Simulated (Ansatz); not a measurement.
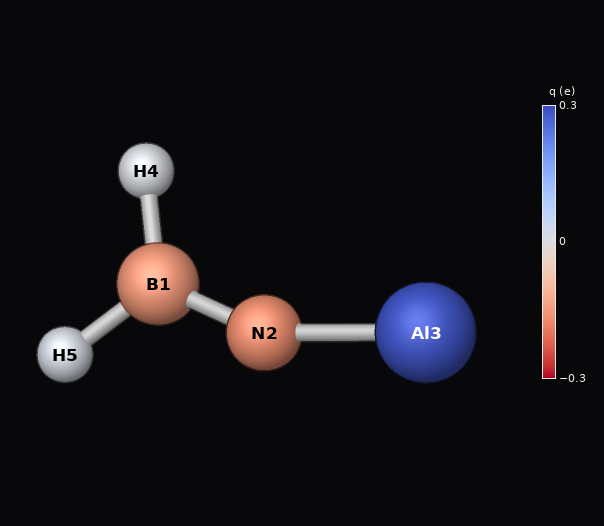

Atoms are coloured by their Mulliken charges. Charge 0, doublet. Computed geometry: PBE-D4/def2-SVP optimisation. No frequency run is at hand to confirm it as a minimum. Properties computed with UKS PBE-D4/def2-SVP (Ansatz 0.2.0).

Which atom carries the highest charge (most positive or least negative)?

Al3 (0.28 e).

And the lowest?

N2 (−0.16 e).

Give the Mulliken charges atom by atom.

| atom | value (e) |
| --- | --- |
| B1 | −0.15 |
| N2 | −0.16 |
| Al3 | 0.28 |
| H4 | 0.01 |
| H5 | 0.02 |

Mulliken values depend strongly on the basis set and can even reverse the polarity of a bond.
